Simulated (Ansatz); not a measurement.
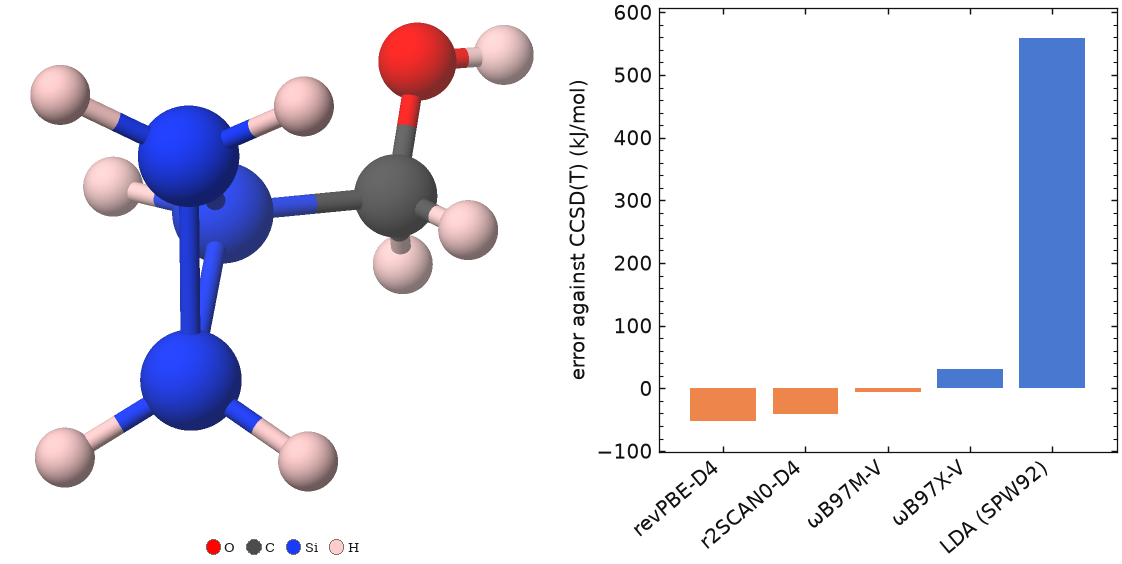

Error in the electronic atomisation energy (method less reference, so positive means overbinding) of CH₈OSi₃, SMILES OC[SiH]1[SiH2][SiH2]1: functionals in def2-TZVPP against frozen-core CCSD(T) at the limit (MP2 extrapolated from triple and quadruple zeta, plus CCSD(T) less MP2 in a smaller set), which gives 4163.9 kJ/mol, at a PBE0-D4/def2-TZVP geometry (a minimum by its frequencies), no zero-point or spin-orbit term, the Ansatz code 0.2.0. The reference leaves out core correlation, a term that grows with the number of heavy atoms.

Q: Which of these levels overbind, and which underbind?

A: Overbind: ωB97X-V and LDA (SPW92). Underbind: revPBE-D4 and r2SCAN0-D4. Within 25 kJ/mol of zero, too close to call in view of what the reference leaves out: ωB97M-V.

Q: What range do the values span?

A: From −52.3 kJ/mol (revPBE-D4) to 558.8 kJ/mol (LDA (SPW92)).

Limits of at least one run: one conformer of a flexible molecule.
